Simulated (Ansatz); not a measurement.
The parent structure is BaTiO3 in the cubic perovskite structure (space group Pm-3m, No. 221; a = 3.970 Å).

Now apply this change: cell and atoms relaxed at a pressure of 3 GPa.

Computed with Ansatz (a quantum-chemistry and plane-wave program), PBEsol, PAW, cutoff 420 eV, without spin-orbit coupling.

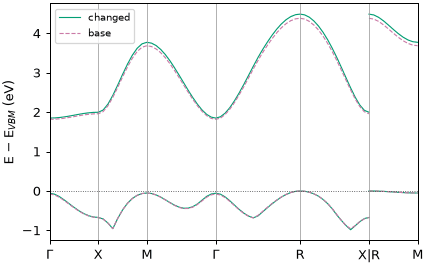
Figure. Highest valence and lowest conduction band along the path, each from its own valence-band maximum

Task: From the figure, how large is the changed gap, and is it direct?

Result: About 1.8 eV, indirect, R → Γ.

Load acts through the strain it causes; cell and atoms are relaxed under it. Stability against distortions was not tested. The final runs are not spin-polarised. Many cubic perovskites are stable only at high temperature; tilts and polar distortions were not tested. This is not the structure that BaTiO3 has at room temperature and ambient pressure.
